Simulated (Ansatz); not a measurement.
CH$_{3}$AlBr (SMILES [CH][AlH2-][Br]) (charge −1, triplet)

Input

```
crystal:
  periodic: [false, false, false]
  atoms:
    - {symbol: C, position_ang: [-4.469342, 1.706378, -2.197788]}
    - {symbol: Al, position_ang: [-3.083767, 0.335096, -2.088803]}
    - {symbol: Br, position_ang: [-1.053464, 1.444281, -1.321242]}
    - {symbol: H, position_ang: [-5.095597, 2.606407, -2.192081]}
    - {symbol: H, position_ang: [-3.431136, -0.791425, -0.975441]}
    - {symbol: H, position_ang: [-2.733866, -0.290944, -3.543079]}
basis:
  gaussian: {orbitals: def2-TZVPD}
total_charge: -1
magnetization: {spin_polarized: true, initial_magnetization: 2}
hamiltonian: {xc: {name: PBE0}}
output: {forces: true, orbitals: {seedname: orbitals}}
```

Launched as:

```sh
ansatz run input.yaml --threads 2 --pin off --max-ram 4350MiB --events-out events.jsonl --progress --plain --runs-dir runs
```

Geometry: PBE0-D3(BJ)/def2-SVPD.

Level of theory: isolated molecule in a Gaussian basis; Kohn-Sham density functional theory, functional PBE0 (Ansatz 0.2.0).

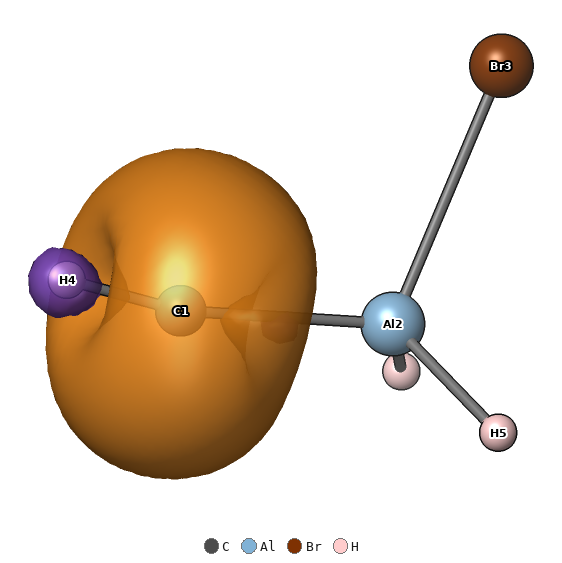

Figure 1. Isosurfaces of the spin density (α minus β) at +0.04 (orange) and −0.04 e/Å³ (purple), seen at a tilt.

**Describe the spin distribution.**

The unpaired spin (2 electrons) lies mostly on C1 (about 1.6), Al2 (about 0.2) and H4 (about 0.1), in electrons by Hirshfeld's partition.

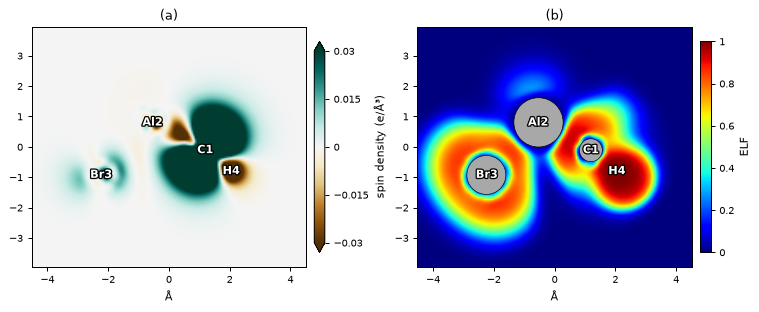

Figure 2. (a) spin density; (b) electron localisation function on the plane of atoms Al2, C1 and H4. Grey discs cover the atomic cores in the ELF map.

**What does the map show?**

The plane passes through C, Al, Br and H nuclei.
C–Al (1.95 Å): the ELF peaks at about 0.95 between the atoms (a shared but strongly polarised pair).
Al–Br (2.44 Å): the ELF peaks at about 0.85 in the valence shell of Br, 1.1 Å from its nucleus, and is about 0.85 at the midpoint.
C–H (1.10 Å): the ELF climbs to about 1 towards the hydrogen, as it does in any bond to H (an ordinary covalent bond to hydrogen).
The ELF also peaks beside Br3, away from the bonds: non-bonding electrons, paired or unpaired.

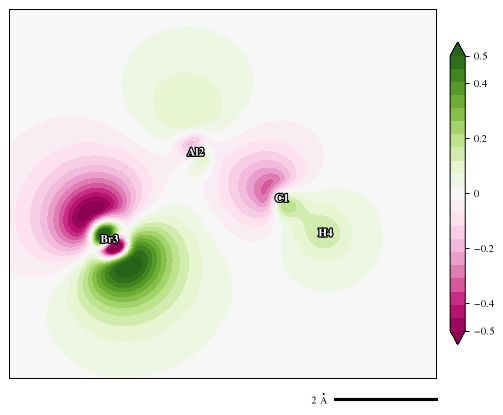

Figure 3. The HOMO−1 (β) on the plane of atoms Al2, C1 and H4 (values in Å⁻³ᐟ²; the overall sign is arbitrary).

**Where does this orbital lie, and at what energy?**

It lies mainly on Br3 (about 75 %), Al2 (about 10 %) and C1 (about 5 %); largely a lone pair of Br3. Its energy is −3.14 eV.
